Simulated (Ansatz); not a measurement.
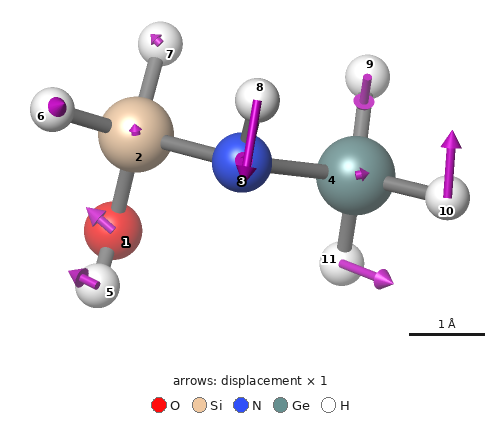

This is a relaxation of GeSiNH7O (coarse preliminary run). The starting structure is drawn; purple arrows show the displacements, at their true length. The two geometries are superimposed by the best rigid fit.

A ball-and-stick model, seen at a tilt.

The start comes from a force field.

Computed with RKS PBE-D4/def2-SVP (Ansatz).

Input
```yaml
crystal:
  periodic: [false, false, false]
  atoms:
    - {symbol: O, position_ang: [-1.809300, 0.816500, -0.788400]}
    - {symbol: Si, position_ang: [-0.874300, 0.891600, 0.571100]}
    - {symbol: N, position_ang: [0.011200, -0.681600, 0.794300]}
    - {symbol: Ge, position_ang: [1.218000, -0.868300, -0.653700]}
    - {symbol: H, position_ang: [-2.437800, 0.085400, -0.620500]}
    - {symbol: H, position_ang: [-1.645400, 1.135200, 1.774600]}
    - {symbol: H, position_ang: [0.134400, 1.980000, 0.466700]}
    - {symbol: H, position_ang: [0.624100, -0.620400, 1.646800]}
    - {symbol: H, position_ang: [2.152000, 0.372500, -0.655800]}
    - {symbol: H, position_ang: [2.006400, -2.157100, -0.524700]}
    - {symbol: H, position_ang: [0.446000, -0.926800, -2.002300]}
basis:
  gaussian: {orbitals: def2-SVP}
hamiltonian: {xc: pbe, dispersion: d4}
relax: {f_tol: 0.03, max_steps: 200}
```

Command:
```bash
ansatz run in.yaml --threads 4 --pin off --events-out ev --progress --plain --max-ram 10444MiB
```

Question: Atoms of which element are displaced furthest, and by how much?

Answer: Hydrogen: up to 1.15 Å, against 0.49 Å for oxygen.

Question: Describe the change and its energy.

Answer: The atom that moves furthest after the best rigid fit is H8 (1.15 Å). Largest moves by element: H 1.15 Å, O 0.49 Å, N 0.30 Å, Ge 0.19 Å, Si 0.16 Å. Some distances before and after: Si2–N3 1.819 → 1.742 Å, Si2–H6 1.450 → 1.508 Å, Ge4–H10 1.516 → 1.554 Å, N3–Ge4 1.894 → 1.858 Å. Bond angles that change, for instance: Si2–N3–Ge4 107.6° → 126.9°, Ge4–N3–H8 104.7° → 115.1°, Si2–O1–H5 104.9° → 114.8°. The energy falls by 9.87 kcal/mol in 21 accepted moves (24 points after the start). The largest force component goes from 1.7 to 0.02 eV/Å. The line search rejected the trial steps at points 3, 10, 17 of the run. The forces were under the threshold at step 9, but the run went on from there.
